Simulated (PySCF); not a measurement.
**Run report: As, atomic calculation**

As, configuration 1s2 2s2 2p6 3s2 3p6 3d10 4s2 4p3, multiplicity 4. Computed at this level: unrestricted HF, dyall-v3z, spin-free X2C-1e, Gaussian nucleus (PySCF).

## Summary

- outcome: converged
- total energy: −2259.0877 hartree
- ⟨S²⟩: 3.751
- SCF iterations: 1
- hardware: 1 CPU thread, shared host
- CPU time: 10 s (integrals apart)

## The input
```python
from pyscf import gto, scf, dft, mp, cc
import basis_set_exchange as bse
mol = gto.M(atom="As 0 0 0", charge=0, spin=3, symmetry="D2h",
            basis=gto.basis.parse(bse.get_basis("dyall-v3z", elements=["As"], fmt="nwchem")),
            nucmod="G")
mf = scf.UHF(mol).sfx2c1e()
mf.irrep_nelec = {'Ag': (6, 6), 'B1g': (1, 1), 'B2g': (1, 1), 'B3g': (1, 1), 'B1u': (3, 2), 'B2u': (3, 2), 'B3u': (3, 2)}
mf.kernel()
```

The script is an equivalent of what the driver set up; the driver started from orbitals of its own, so the log can be shorter than this script's would be, and it computed the properties (radii, ⟨L²⟩, response) afterwards. It held the occupations shell by shell, which the script's counts by irreducible representation don't always enforce.

## Log (extracts)
```
damping factor = 0
level_shift factor = 0
DIIS = <class 'pyscf.scf.diis.CDIIS'>
diis_start_cycle = 1
diis_space = 10
diis_damp = 0
SCF conv_tol = 1e-09
SCF conv_tol_grad = None
number electrons alpha = 18  beta = 15
cycle= 1 E= -2259.08766572564  delta_E= -7.73e-12  |g|= 1.4e-06  |ddm|= 8.22e-06
converged SCF energy = -2259.08766572564  <S^2> = 3.7511881  2S+1 = 4.000594
```

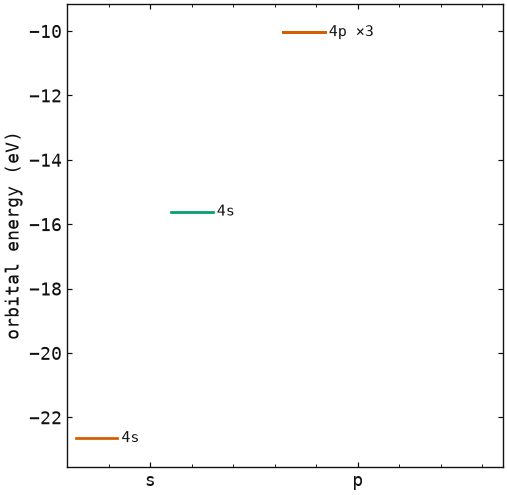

Figure 1. Orbital energies of the mean field, from the top down to −22.7 eV, by angular momentum, α spin at the left of each column and β at the right; ×n counts the orbitals under one label. The highest filled orbital is 4p α at −10.0 eV, the lowest empty one p β at 1.09 eV.

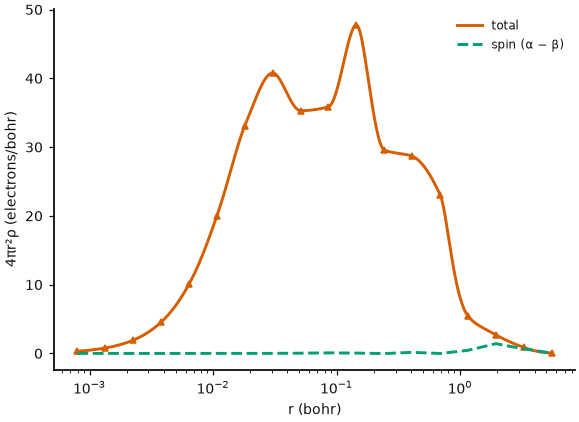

Figure 2. Spherically averaged radial density 4πr²ρ of the mean field and its spin part; markers are the stored points, which are sparse, and the line is a monotone interpolation between them. The largest stored value is 47.8 electrons/bohr at r = 0.14 bohr. Root-mean-square radii of the shells: 2s 0.219, 3s 0.639, 3p 0.667, 3d 0.750, 4s 2.14, 4p 2.71 bohr.
